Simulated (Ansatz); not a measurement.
C2H9ClSi2 (SMILES CC([SiH3])[SiH2]Cl)

Input

```
crystal:
  periodic: [false, false, false]
  atoms:
    - { symbol: C, position_ang: [-0.244, 1.2989, 0.8892] }
    - { symbol: C, position_ang: [-0.345, -0.0988, 0.3555] }
    - { symbol: Si, position_ang: [1.2471, -1.0257, 0.4854] }
    - { symbol: Si, position_ang: [-0.6779, -0.2666, -1.4624] }
    - { symbol: Cl, position_ang: [0.80078, 0.85311, -2.47512] }
    - { symbol: H, position_ang: [0.4383, 1.973, 0.3345] }
    - { symbol: H, position_ang: [0.0069, 1.3702, 1.943] }
    - { symbol: H, position_ang: [-1.23, 1.8498, 0.7727] }
    - { symbol: H, position_ang: [-1.0904, -0.6223, 0.9813] }
    - { symbol: H, position_ang: [2.3407, -0.3762, -0.2906] }
    - { symbol: H, position_ang: [1.1168, -2.4434, 0.1034] }
    - { symbol: H, position_ang: [1.74, -1.0095, 1.9328] }
    - { symbol: H, position_ang: [-0.53474, -1.57311, -2.01533] }
    - { symbol: H, position_ang: [-1.91674, 0.44767, -1.86787] }
basis:
  gaussian: { orbitals: "6-31G" }
hamiltonian:
  xc: hf
relax:
  f_tol: 0.015
  max_steps: 40
output:
  orbitals: {}
```

Launched as:

```sh
ansatz run input.yaml --threads 1 --pin off --max-ram 2048MiB --backend cpu --events-out ev --progress --plain --runs-dir out
```

The fields are those of the relaxed geometry.

All numbers below come from RHF/6-31G (Ansatz 0.2.0).

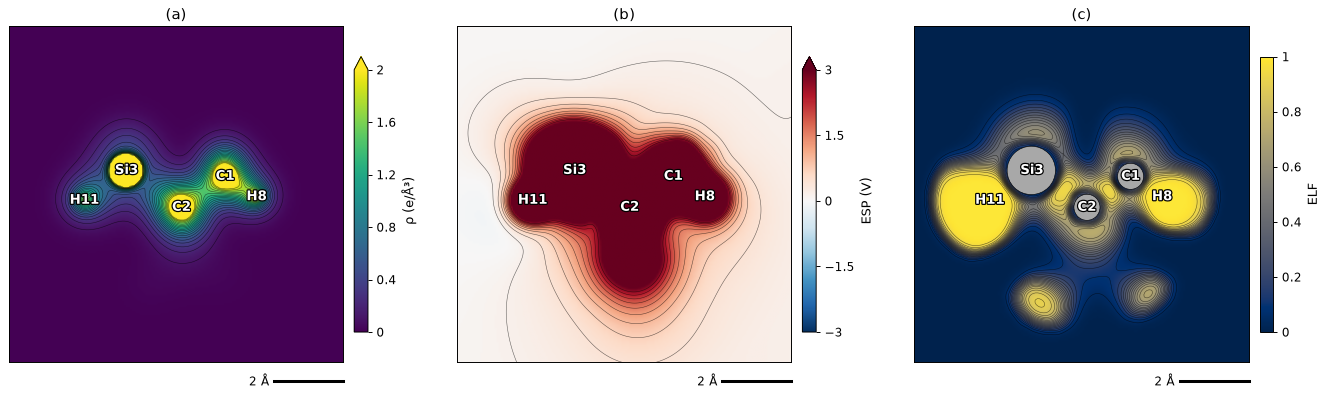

Figure 1. (a) total electron density; (b) molecular electrostatic potential; (c) ELF on the plane of atoms C1, C2 and Si3. Grey discs cover the atomic cores in the ELF map.

What do the fields say about this system?

Answer.
- Atoms in the plane: C, Si and H.
- C–C (1.55 Å): the density is about 1.4 e/Å³ at the midpoint; the ELF peaks at about 0.95 between the atoms; a shared electron pair.
- C–Si (1.93 Å): the density is about 0.77 e/Å³ at the midpoint; the ELF peaks at about 0.95 between the atoms, as expected for a shared electron pair.
- C–H (1.09 Å): ρ at the midpoint is about 1.8 e/Å³; the ELF climbs to about 1 towards the hydrogen, as it does in any bond to H; a covalent bond by its length.
- Si–H (1.49 Å): ρ at the midpoint is about 0.65 e/Å³; the ELF climbs to about 1 towards the hydrogen.
- The potential has no marked negative region in this plane.

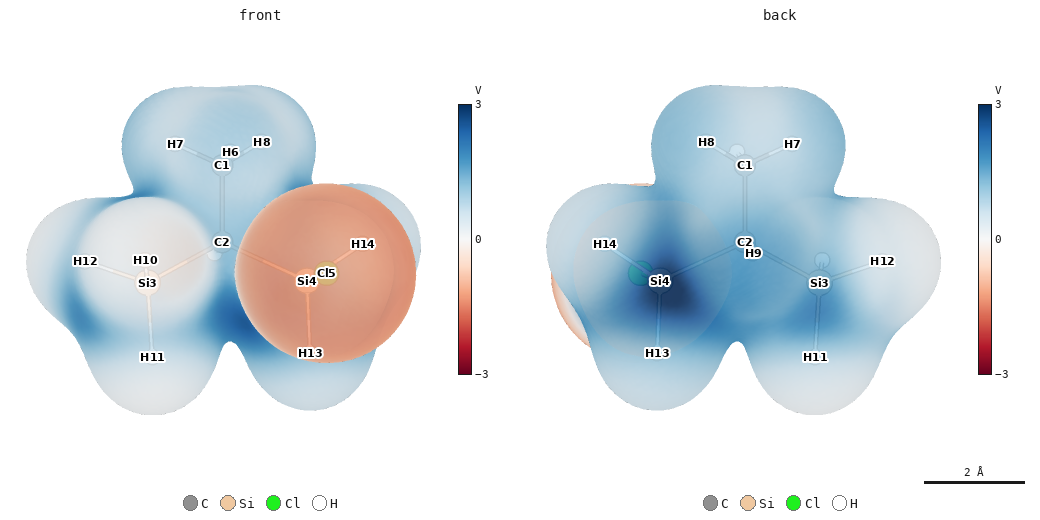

Figure 2. The electrostatic potential painted on the density surface at 0.004 e/bohr³, seen from the front and from behind; red is negative and blue positive.

Which sites attract a positive test charge, and which a negative one?

Answer. A positive charge is drawn to the negative regions and a negative charge to the positive ones. The most negative region (about −1.3 V, or −30 kcal/mol for a unit charge) lies over Cl5, the most positive (about +2.9 V, or +67 kcal/mol for a unit charge) over Si4.

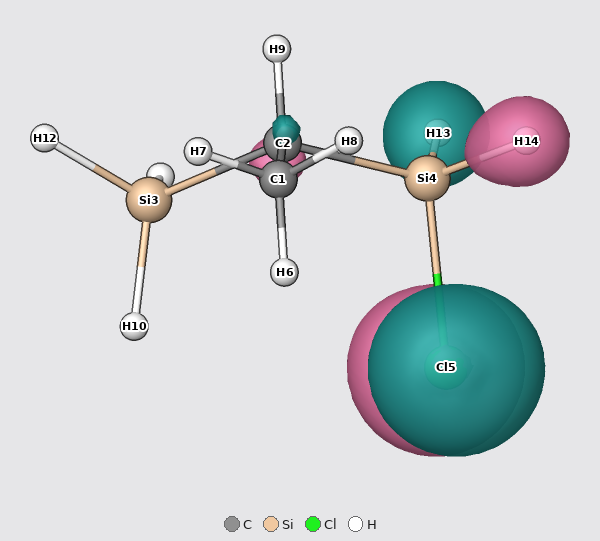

Figure 3. The HOMO−1 at ±0.15 Å⁻³ᐟ² (teal and pink are the two phases), seen from one side.

What is the character of this orbital?

Answer. By Hirshfeld shares it lies mainly on Cl5 (about 70 %) and H13 (about 5 %); largely a lone pair of Cl5. Its energy is −11.84 eV.
